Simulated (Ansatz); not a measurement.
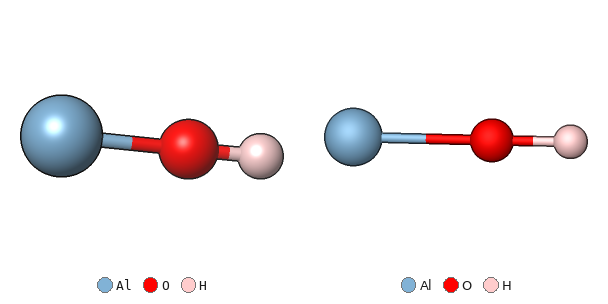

Two views of one molecule.

The computed structure is the end point of a PBE0-D4/def2-TZVP optimisation.

Give the formula.

Answer. AlHO, 3 atoms: 1 aluminium, 1 hydrogen and 1 oxygen.

What is the point group of this geometry?

Answer. C∞v.

The parts below concern this one geometry. Atoms keep their numbers from picture to picture.

### Electronic properties

Method: RKS PBE0-D4/def2-TZVPP (Ansatz 0.2.0).

Estimate the HOMO energy (Kohn–Sham orbital).

Answer. −6.59 eV.

Estimate the LUMO energy (Kohn–Sham orbital).

Answer. −0.75 eV.

### Dipole moment

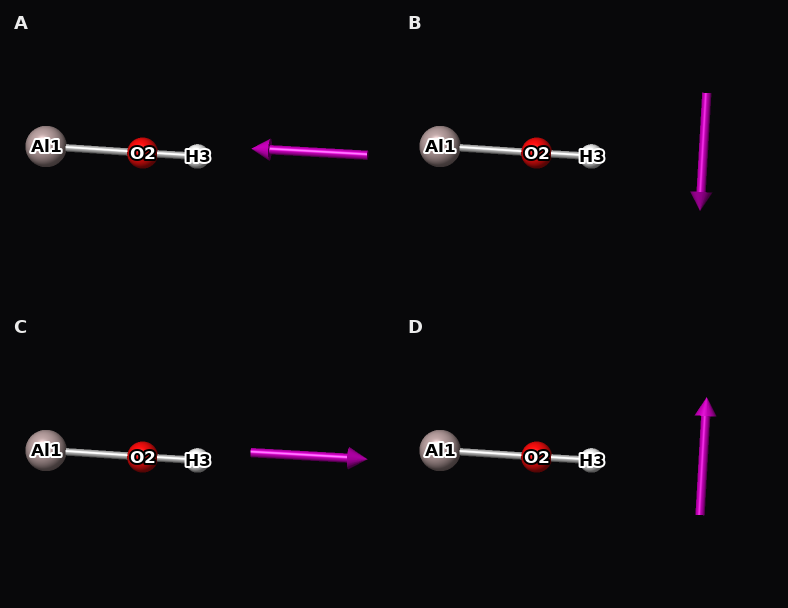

The same molecule four times, each with an arrow. Method: RKS PBE0-D4/def2-TZVP (Ansatz 0.2.0).

Which arrow points along the dipole moment, from the negative to the positive end?

Answer. C. The dipole moment is 1.15 D; it points from the side of Al1 to the side of H3 (the outermost atoms at the two ends).

### Vibrations

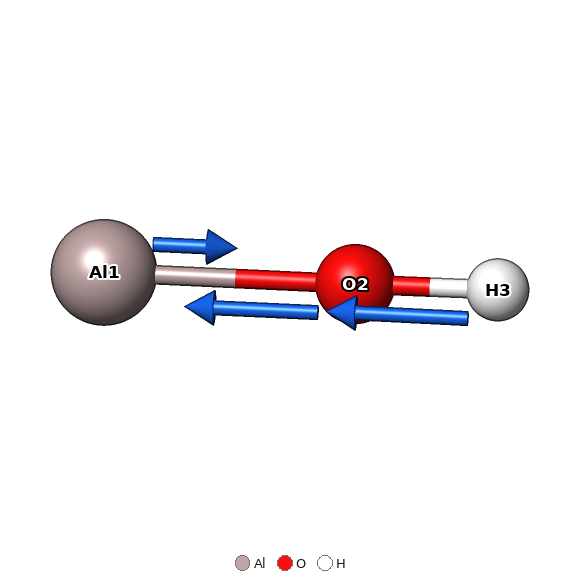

The arrows show one normal mode. Harmonic vibrations computed with RKS PBE0-D4/def2-TZVP (Ansatz 0.2.0) at a stationary point of the same level.

What kind of motion is it?

Answer. Mostly Al–O stretching.

Estimate its harmonic wavenumber.

Answer. 848 cm⁻¹; it is mode 3 of 4 counted from the lowest.

### Charges

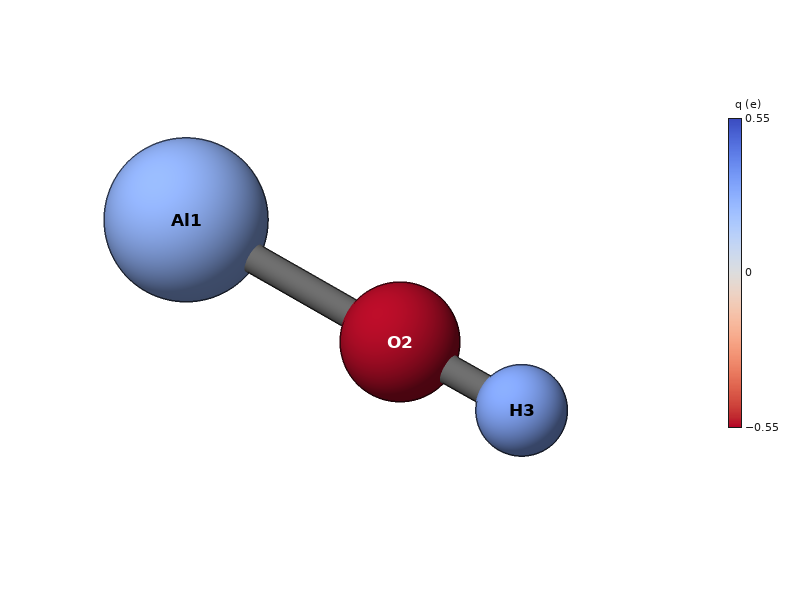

Atoms are coloured by their Mulliken charges. Properties computed with RKS PBE0-D4/def2-TZVP (Ansatz 0.2.0).

Give the Mulliken charges atom by atom.

```tsv
atom	value (e)
Al1	0.25
O2	−0.54
H3	0.29
```

Mulliken values depend strongly on the basis set and can even reverse the polarity of a bond.
